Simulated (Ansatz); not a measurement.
# PBE0/STO-3G run of BH3O (SMILES BO)

Aim: the electronic atomisation energy of BH3O at PBE0/STO-3G, from 4 runs. 

Program for the calculation: Ansatz 0.2.0.

46 further runs of the same task are left out: 46 set aside as unsound or not needed.

## (1) The molecule

BH3O has 5 atoms, charge 0, and is taken as a singlet. SMILES: `BO`. The coordinates come from a PBE0-D4/def2-TZVP relaxation.

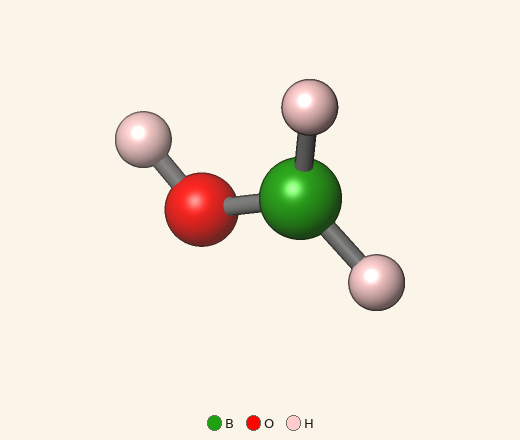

The structure, seen from a chosen angle (boron green, oxygen red, hydrogen pink).

## (2) A single-point energy at PBE0/STO-3G

in.yaml reads:

```yaml
basis:
  gaussian: {orbitals: STO-3G}
crystal:
  periodic: [false, false, false]
  atoms:
    - {symbol: B, position_ang: [-0.226600, -0.352800, 0.074700]}
    - {symbol: O, position_ang: [0.413500, 0.801800, 0.345900]}
    - {symbol: H, position_ang: [-0.820300, -0.865500, 0.977800]}
    - {symbol: H, position_ang: [-0.190600, -0.828900, -1.028100]}
    - {symbol: H, position_ang: [0.874000, 1.171800, -0.411700]}
hamiltonian: {xc: {name: PBE0}}
accuracy: high
```

On the command line:

```console
$ ansatz run in.yaml --threads 1 --pin off --max-ram 2610MiB --events-out events.jsonl --progress --plain --runs-dir runs
```

What it wrote:

```text
Warning: RAYON_NUM_THREADS=1 ignored (pool sized by the plan → 1); use --threads N
Functional definition: PBE0
  name "PBE0"
  parameter a = 0.25
  parameter kappa = 0.804
  parameter beta = 0.06672455060314922
  exchange = (1 - a)*pbe_x(kappa = kappa, mu = beta*pi^2/3) + a*exact_x
  correlation = pbe_c(beta = beta)
207 factors; integrals over basis functions are off by at most 3.6e-8 eV
mean field evaluation 1: about -2732.3577 eV, gradient 1.1e1 eV
mean field evaluation 2: about -2732.3199 eV, gradient 1.3e1 eV
mean field evaluation 4: about -2732.7928 eV, gradient 1.9e-1 eV
mean field evaluation 8: about -2732.7655 eV, gradient 2.0e-4 eV
mean field -2732.76554893 eV, -100.4272815881 hartree, gradient 3.2e-8 eV, S^2 0.000000; 0 other end points of the search recorded, 0 dependent functions left out
reference -2732.76555019 eV, -100.4272816344 hartree; 8, 8 occupied and 5, 5 virtual orbitals, 207 factors
Total energy: -2732.76555019 eV, -100.4272816344 hartree
```

Run time: 0.68 s. Hardware: 1 thread of Arm Neoverse V1, shared host.

## (3) The B atom, same level

in.yaml reads:

```yaml
crystal:
  periodic: [false, false, false]
  atoms:
    - {symbol: B, position_ang: [0.000000, 0.000000, 0.000000]}
basis:
  gaussian:
    orbitals: STO-3G
magnetization:
  spin_polarized: true
  initial_magnetization: 1
hamiltonian:
  xc: {name: PBE0}
accuracy: high
```

On the command line:

```console
$ ansatz run in.yaml --threads 1 --pin off --max-ram 2610MiB --events-out events.jsonl --progress --plain --runs-dir runs
```

What it wrote (excerpt; [...] marks lines left out):

```text
Warning: RAYON_NUM_THREADS=1 ignored (pool sized by the plan → 1); use --threads N
[... 7 set-up lines as earlier in the session ...]
15 factors; integrals over basis functions are off by at most 8.9e-10 eV
mean field evaluation 1: about -659.4962 eV, gradient 2.8e-7 eV
mean field evaluation 2: about -659.4961 eV, gradient 1.8e-6 eV
mean field evaluation 4: about -659.4961 eV, gradient 1.2e-7 eV
mean field evaluation 8: about -659.4961 eV, gradient 0.0e0 eV
mean field -659.49614681 eV, -24.2360363729 hartree, gradient 0.0e0 eV, S^2 0.750000; 0 other end points of the search recorded, 0 dependent functions left out
reference -659.49614775 eV, -24.2360364074 hartree; 3, 2 occupied and 2, 3 virtual orbitals, 15 factors
Total energy: -659.49614775 eV, -24.2360364074 hartree
```

Wall time 0.2 s (1 thread of Arm Neoverse V1, shared host).

## (4) The H atom, same level

run.yaml reads:

```yaml
crystal:
  periodic: [false, false, false]
  atoms:
    - {symbol: H, position_ang: [0.000000, 0.000000, 0.000000]}
basis:
  gaussian:
    orbitals: STO-3G
magnetization:
  spin_polarized: true
  initial_magnetization: 1
accuracy: high
hamiltonian:
  xc: {name: PBE0}
```

Run the same way, it converges to -0.46651 Eh (log not shown).

## (5) The O atom

input.yaml reads:

```yaml
crystal:
  periodic: [false, false, false]
  atoms:
    - symbol: O
      position_ang: [0.000000, 0.000000, 0.000000]
basis:
  gaussian: {orbitals: STO-3G}
magnetization: {spin_polarized: true, initial_magnetization: 2}
hamiltonian: {xc: {name: PBE0}}
accuracy: high
```

On the command line:

```console
$ ansatz run input.yaml --threads 1 --pin off --max-ram 2610MiB --events-out events.jsonl --progress --plain --runs-dir runs
```

What it wrote (excerpt; [...] marks lines left out):

```text
Warning: RAYON_NUM_THREADS=1 ignored (pool sized by the plan → 1); use --threads N
[... 7 set-up lines as earlier in the session ...]
15 factors; integrals over basis functions are off by at most 1.1e-9 eV
mean field evaluation 1: about -2013.0005 eV, gradient 2.2e-12 eV
mean field evaluation 2: about -2013.0012 eV, gradient 1.9e-11 eV
mean field -2013.00119857 eV, -73.9764295864 hartree, gradient 0.0e0 eV, S^2 2.000000; 0 other end points of the search recorded, 0 dependent functions left out
reference -2013.00119893 eV, -73.9764295996 hartree; 5, 3 occupied and 0, 2 virtual orbitals, 15 factors
Total energy: -2013.00119893 eV, -73.9764295996 hartree
```

Run time: 0.16 s. Hardware: 1 thread of Arm Neoverse V1, shared host.

## (6) Summary of results

Level: PBE0/STO-3G.

```
                     quantity          value
       molecule: total energy  -100.42728 Eh
         B atom: total energy   -24.23604 Eh
                 B atom: ⟨S²⟩          0.750
         H atom: total energy    -0.46651 Eh
                 H atom: ⟨S²⟩          0.750
         O atom: total energy   -73.97643 Eh
                 O atom: ⟨S²⟩          2.000
electronic atomisation energy      22.185 eV
```

Taking the molecule apart into free atoms costs 22.19 eV (512 kcal/mol), before zero-point energy and without spin-orbit coupling. In a minimal basis such a difference can be off by several eV, whatever the method.
